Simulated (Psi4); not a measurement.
Excited-state calculation, with input and output: Si$_{2}$H$_{6}$O

System: Si$_{2}$H$_{6}$O.
Method: TDDFT (wB97X)/def2-SVP, RKS (Psi4 1.11).

The geometry comes from this level: PBE0-D4/def2-TZVP.

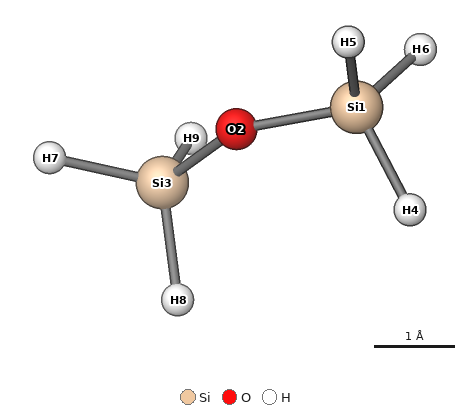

The structure as given in the input (ball-and-stick view, seen at a tilt; atoms are numbered from 1 in the order of the input). Bond lengths as drawn: H–Si 1.48 to 1.49 Å and O–Si 1.63 Å.

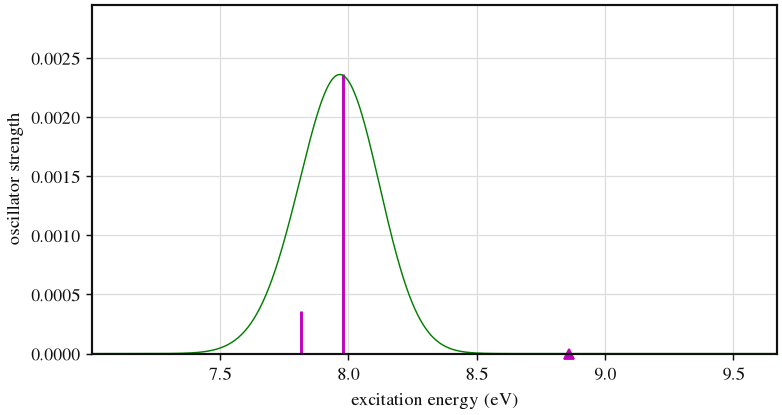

Computed excitations as sticks (degenerate states added up, dark ones marked on the axis), with a Gaussian envelope of 0.35 eV full width at half maximum, scaled to the tallest. Of the 3 states the lowest lies at 7.81 eV (f = 0.000); the strongest line is at 7.98 eV, or 155 nm (f = 0.002).

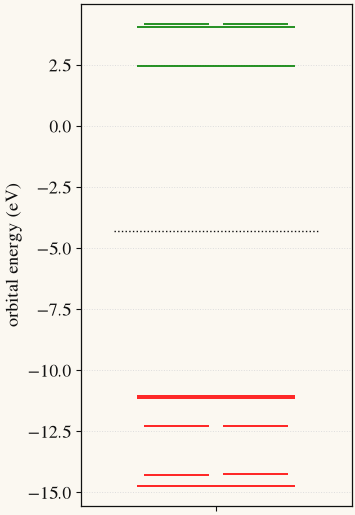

Orbital energies near the frontier; the dotted line parts filled from empty levels, and levels within 0.02 eV of each other stand side by side. Highest filled −11.05 eV, lowest empty 2.43 eV, 13.48 eV apart.

These pictures come from the run below.

The input (calc.dat):
```python
memory 1.6 GB

molecule geom {
  Si    -1.34225357     1.98923910    -1.73764097
  O      0.80417295     0.17194618    -0.46370100
  Si     1.46561489    -1.96306640     1.66626601
  H     -3.37745081     0.42817415    -2.88307956
  H     -0.11459299     3.53836099    -3.72317621
  H     -2.46830357     3.67128433     0.21038321
  H      4.20326113    -2.53814785     1.51179980
  H     -0.01759335    -4.30026077     1.18822199
  H      0.84714532    -0.99752973     4.23092672
  units bohr
  symmetry c1
}

set {
  basis def2-SVP
  reference rks
  puream true
  scf_type pk
  dft_radial_points 99
  dft_spherical_points 590
  save_jk true
}

from psi4.driver.procrouting.response.scf_response import tdscf_excitations
energy_value, wavefunction = energy('wb97x', return_wfn=True)
states = tdscf_excitations(wavefunction, states=3, tda=False)
print_variables()
```

Launch command:
```bash
psi4 calc.dat calc.out -n 1
```

What the program printed:
```
Psi4 1.11 release

   => Loading Basis Set <=

    Name: DEF2-SVP
    Role: ORBITAL
    Keyword: BASIS

         ---------------------------------------------------------
                                   SCF
                              RKS Reference
                        1 Threads,   1525 MiB Core
         ---------------------------------------------------------

  ==> Geometry <==

    Molecular point group: c1
    Full point group: C1

    Geometry (in Bohr), charge = 0, multiplicity = 1:

       Center              X                  Y                   Z               Mass
    ------------   -----------------  -----------------  -----------------  -----------------
         SI          -1.539433061689     1.947149263585    -1.623859762252    27.976926534650
         O            0.606993458311     0.129856343585    -0.349919792252    15.994914619570
         SI           1.268435398311    -2.005156236415     1.780047217748    27.976926534650
         H           -3.574630301689     0.386084313585    -2.769298352252     1.007825032230
         H           -0.311772481689     3.496271153585    -3.609395002252     1.007825032230
         H           -2.665483061689     3.629194493585     0.324164417748     1.007825032230
         H            4.006081638311    -2.580237686415     1.625581007748     1.007825032230
         H           -0.214772841689    -4.342350606415     1.302003197748     1.007825032230
         H            0.649965828311    -1.039619566415     4.344707927748     1.007825032230

  Running in c1 symmetry.

  Rotational constants: A =      1.17031  B =      0.09971  C =      0.09820 [cm^-1]
  Rotational constants: A =  35084.94303  B =   2989.26809  C =   2943.99545 [MHz]
  Nuclear repulsion =  159.419028903609188

  Charge       = 0
  Multiplicity = 1
  Electrons    = 42
  Nalpha       = 21
  Nbeta        = 21

  ==> Algorithm <==

  SCF Algorithm Type is PK.
  DIIS enabled.
  MOM disabled.
  Fractional occupation disabled.
  Guess Type is SAD.
  Energy threshold   = 1.00e-06
  Density threshold  = 1.00e-06
  Integral threshold = 1.00e-12

  ==> Primary Basis <==

  Basis Set: DEF2-SVP
    Blend: DEF2-SVP
    Number of shells: 40
    Number of basis functions: 80
    Number of Cartesian functions: 83
    Spherical Harmonics?: true
    Max angular momentum: 2

  ==> DFT Potential <==

   => LibXC <=

    Version 7.1.2

   => Composite Functional: WB97X <=

    wB97X Hyb-GGA Exchange-Correlation Functional

    Deriv               =              1
    GGA                 =           TRUE
    Meta                =          FALSE

    Exchange Hybrid     =           TRUE
    MP2 Hybrid          =          FALSE

   => Exchange-Correlation Functionals <=

    1.0000   wB97X range-separated functional

   => Exact (HF) Exchange <=

    0.8423            HF,LR [omega = 0.3000]
    0.1577               HF

   => LibXC Density Thresholds  <==

    XC_HYB_GGA_XC_WB97X:  1.00E-14

   => Molecular Quadrature <=

    Radial Scheme          =       TREUTLER
    Pruning Scheme         =           NONE
    Nuclear Scheme         =       TREUTLER

    Blocking Scheme        =         OCTREE
    BS radius alpha        =              1
    Pruning alpha          =              1
    Radial Points          =             99
    Spherical Points       =            590
    Total Points           =         498721
    Total Blocks           =           3555
    Max Points             =            256
    Max Functions          =             79
    Weights Tolerance      =       1.00E-15

  ==> Integral Setup <==

  Using in-core PK algorithm.
   Calculation information:
      Number of atoms:                   9
      Number of AO shells:              40
      Number of primitives:             78
      Number of atomic orbitals:        83
      Number of basis functions:        80

      Integral cutoff                 1.00e-12
      Number of threads:                 1

  Performing in-core PK
  Using 15751260 doubles for integral storage.
  We computed 300496 shell quartets total.
  Whereas there are 336610 unique shell quartets.

  Computing range-separated integrals for PK
  We computed 300496 wK shell quartets total.
  Whereas there are 336610 wK unique shell quartets.

  ==> DiskJK: Disk-Based J/K Matrices <==

    J tasked:                  Yes
    K tasked:                  Yes
    wK tasked:                 Yes
    Omega:               3.000E-01
    Memory [MiB]:              312
    Schwarz Cutoff:          1E-12

  Cached 50.0% of DFT collocation blocks in 0.441 [GiB].

  Minimum eigenvalue in the overlap matrix is 9.6973985195E-03.
  Reciprocal condition number of the overlap matrix is 2.1780013705E-03.
    Using symmetric orthogonalization.

  ==> Pre-Iterations <==

  SCF Guess: Superposition of Atomic Densities via on-the-fly atomic UHF (no occupation information).

   -------------------------
    Irrep   Nso     Nmo
   -------------------------
     A         80      80
   -------------------------
    Total      80      80
   -------------------------

  ==> Iterations <==

                        Total Energy        Delta E     RMS |[F,P]|

   @RKS iter SAD:  -656.86156434452107   -6.56862e+02   0.00000e+00
   @RKS iter   1:  -657.48236583219034   -6.20801e-01   6.73863e-03 ADIIS/DIIS
   @RKS iter   2:  -657.44697912851018    3.53867e-02   8.00647e-03 ADIIS/DIIS
   @RKS iter   3:  -657.59867000093288   -1.51691e-01   3.08970e-04 ADIIS/DIIS
   @RKS iter   4:  -657.59930334057992   -6.33340e-04   6.54353e-05 DIIS
   @RKS iter   5:  -657.59934510733444   -4.17668e-05   1.42874e-05 DIIS
   @RKS iter   6:  -657.59934712207473   -2.01474e-06   2.08512e-06 DIIS
   @RKS iter   7:  -657.59934715768134   -3.56066e-08   3.48872e-07 DIIS
  Energy and wave function converged.

  ==> Post-Iterations <==

   Electrons on quadrature grid:
      Ntotal   =   41.9999996844 ; deviation = -3.156e-07

    Orbital Energies [Eh]
    ---------------------

    Doubly Occupied:

       1A    -66.144201     2A    -66.144130     3A    -19.201548
       4A     -5.409850     5A     -5.409818     6A     -3.771364
       7A     -3.771353     8A     -3.768249     9A     -3.768248
      10A     -3.768199    11A     -3.768193    12A     -1.112726
      13A     -0.718972    14A     -0.626802    15A     -0.542750
      16A     -0.524851    17A     -0.524682    18A     -0.452185
      19A     -0.451923    20A     -0.410080    21A     -0.406015

    Virtual:

      22A      0.089311    23A      0.147936    24A      0.153554
      25A      0.153575    26A      0.173888    27A      0.181141
      28A      0.184231    29A      0.215013    30A      0.279058
      31A      0.370841    32A      0.380274    33A      0.385346
      34A      0.422336    35A      0.435160    36A      0.493837
      37A      0.503721    38A      0.519490    39A      0.554198
      40A      0.577608    41A      0.636093    42A      0.636883
      43A      0.637935    44A      0.658009    45A      0.686867
      46A      0.687453    47A      0.740684    48A      0.978606
      49A      0.995300    50A      1.000062    51A      1.019253
      52A      1.026111    53A      1.115456    54A      1.237127
      55A      1.247053    56A      1.344709    57A      1.486688
      58A      1.486792    59A      1.493875    60A      1.592071
      61A      1.663324    62A      1.706521    63A      1.711486
      64A      1.791867    65A      1.811059    66A      1.823893
      67A      1.837847    68A      1.859207    69A      1.897888
      70A      2.104491    71A      2.118092    72A      2.278612
      73A      2.291058    74A      2.301211    75A      2.305557
      76A      2.773278    77A      2.773731    78A      2.869787
      79A      3.104902    80A      3.287137

    Final Occupation by Irrep:
              A
    DOCC [    21 ]
    NA   [    21 ]
    NB   [    21 ]

  @RKS Final Energy:  -657.59934715768134

   => Energetics <=

    Nuclear Repulsion Energy =            159.4190289036091883
    One-Electron Energy =               -1226.2935082263697950
    Two-Electron Energy =                 448.2843941197832009
    DFT Exchange-Correlation Energy =     -39.0092619547039519
    Empirical Dispersion Energy =           0.0000000000000000
    VV10 Nonlocal Energy =                  0.0000000000000000
    Total Energy =                       -657.5993471576813363

Computation Completed

Properties will be evaluated at   0.000000,   0.000000,   0.000000 [a0]

Properties computed using the SCF density matrix

 Multipole Moments:

 ------------------------------------------------------------------------------------
     Multipole            Electronic (a.u.)      Nuclear  (a.u.)        Total (a.u.)
 ------------------------------------------------------------------------------------

 L = 1.  Multiply by 2.5417464519 to convert [e a0] to [Debye]
 Dipole X            :          0.9208894           -1.0486308           -0.1277414
 Dipole Y            :          0.1970966           -0.2239048           -0.0268082
 Dipole Z            :         -0.5308176            0.6050292            0.0742117
 Magnitude           :                                                    0.1501463

 ------------------------------------------------------------------------------------

	total time  =         14 seconds =       0.23 minutes

******************************************************************************************
**********                               WARNING                                **********
**********       The names of excited state variables changed between 1.5       **********
**********     and 1.6. For a quick solution, remove the symmetry specifier     **********
**********   from the variable name. For full details, see 'Notes on Psivars'   **********
**********                        in the documentation.                         **********
******************************************************************************************

         ---------------------------------------------------------
                         TDSCF excitation energies
         ---------------------------------------------------------

  ==> Options <==

     Residual threshold  : 1.0000e-04
     Initial guess       : denominators
     Reference           : RHF
     Solver type         : RPA (Hamiltonian)

  ==> Requested Excitations <==

      3 singlet states with A symmetry

  ==> Seeking the lowest 3 singlet states with A symmetry

                        Generalized Hamiltonian Solver

  ==> Options <==

    Max number of iterations        = 60
    Eigenvector tolerance           = 1.0000e-04
    Max number of expansion vectors = 600

  => Iterations <=
                              Max[D[value]]     Max[|R|]   # vectors
  HamiltonianSolver iter   1:   3.31564e-01  1.61653e-01     12
  HamiltonianSolver iter   2:   1.50945e-02  6.34344e-02     18
  HamiltonianSolver iter   3:   7.84669e-04  1.49624e-02     24
  HamiltonianSolver iter   4:   5.59243e-05  3.98863e-03     30
  HamiltonianSolver iter   5:   4.48048e-06  1.30278e-03     36
  HamiltonianSolver iter   6:   4.26850e-07  4.81605e-04     42
  HamiltonianSolver iter   7:   4.08312e-08  1.37593e-04     48
  HamiltonianSolver iter   8:   2.95932e-09  9.00589e-05     50      Converged

******************************************************************************************
**********                               WARNING                                **********
**********  Length-gauge rotatory strengths are **NOT** gauge-origin invariant  **********
******************************************************************************************

                                    Excitation Energy         Total Energy        Oscillator Strength             Rotatory Strength
     #   Sym: GS->ES (Trans)        au              eV              au          au (length)    au (velocity)    au (length)    au (velocity)
    ---- -------------------- --------------- --------------- --------------- --------------- --------------- --------------- ---------------
     1        A->A (1 A)       0.28717         7.81428        -657.31218       0.0004          0.0029         -0.0000         -0.0000
     2        A->A (1 A)       0.29327         7.98039        -657.30607       0.0024          0.0002          0.0000         -0.0000
     3        A->A (1 A)       0.32555         8.85875        -657.27379       0.0000          0.0000         -0.0000         -0.0000

Contributing excitations and de-excitations
Only contributions with abs(coeff) > 1.00e-01 will be printed:

Excited State    1 (1 A):   0.28717 au   158.66 nm f = 0.0004
  Sums of squares: Xssq =  1.000528e+00; Yssq =  5.280169e-04; Xssq - Yssq =  1.000000e+00
     18a  ->  23a     0.152963 ( 2.340%)
     19a  ->  23a    -0.154193 ( 2.378%)
     21a  ->  22a     0.964522 (93.030%)

Excited State    2 (1 A):   0.29327 au   155.36 nm f = 0.0024
  Sums of squares: Xssq =  1.000554e+00; Yssq =  5.539535e-04; Xssq - Yssq =  1.000000e+00
     18a  ->  23a    -0.174436 ( 3.043%)
     19a  ->  23a    -0.170647 ( 2.912%)
     20a  ->  22a    -0.956545 (91.498%)

Excited State    3 (1 A):   0.32555 au   139.96 nm f = 0.0000
  Sums of squares: Xssq =  1.000464e+00; Yssq =  4.643029e-04; Xssq - Yssq =  1.000000e+00
     18a  ->  22a    -0.526912 (27.764%)
     19a  ->  22a     0.582414 (33.921%)
     21a  ->  23a    -0.584031 (34.109%)
     21a  ->  26a     0.103265 ( 1.066%)

******************************************************************************************
**********                               WARNING                                **********
**********       The names of excited state variables changed between 1.5       **********
**********     and 1.6. For a quick solution, remove the symmetry specifier     **********
**********   from the variable name. For full details, see 'Notes on Psivars'   **********
**********                        in the documentation.                         **********
******************************************************************************************

  Variable Map:
  ----------------------------------------------------------------------------
  "CURRENT ENERGY"              =>    -657.599347157681
  "CURRENT REFERENCE ENERGY"    =>    -657.599347157681
  "DD SOLVATION ENERGY"         =>       0.000000000000
  "DFT FUNCTIONAL TOTAL ENERGY" =>    -657.599347157681
  "DFT TOTAL ENERGY"            =>    -657.599347157681
  "DFT VV10 ENERGY"             =>       0.000000000000
  "DFT XC ENERGY"               =>     -39.009261954704
  "GRID ELECTRONS ALPHA"        =>      20.999999842206
  "GRID ELECTRONS BETA"         =>      20.999999842206
  "GRID ELECTRONS TOTAL"        =>      41.999999684411
  "NUCLEAR REPULSION ENERGY"    =>     159.419028903609
  "ONE-ELECTRON ENERGY"         =>   -1226.293508226370
  "PCM POLARIZATION ENERGY"     =>       0.000000000000
  "PE ENERGY"                   =>       0.000000000000
  "SCF ITERATION ENERGY"        =>    -657.599347157681
  "SCF ITERATIONS"              =>       7.000000000000
  "SCF TOTAL ENERGY"            =>    -657.599347157681
  "TWO-ELECTRON ENERGY"         =>     448.284394119783
  "XC GRID RADIAL POINTS"       =>      99.000000000000
  "XC GRID SPHERICAL POINTS"    =>     590.000000000000
  "XC GRID TOTAL POINTS"        =>  498721.000000000000

  Array Variable Map:
  ----------------------------------------------------------------------------
  "CURRENT DIPOLE"              =>      -0.127741394951 ... 0.074211662192 1 by 3
  "SCF DIPOLE"                  =>      -0.127741394951 ... 0.074211662192 1 by 3
  "SCF TOTAL ENERGIES"          =>    -656.861564344521 ... -657.599347157681 1 by 8

    Psi4 run time: 0:00:56.48
```

Key numbers:

- outcome: converged
- total energy: −657.599347 hartree
- basis functions: 80
- HOMO: −11.05 eV
- LUMO: 2.43 eV
- dipole moment: 0.38 D
- lowest excitation: 7.81 eV
- hardware: 1 thread of Intel Xeon @ 2.70GHz, 189 GiB of memory available, shared host
- wall time: 58 s
- peak memory: 0.82 GiB
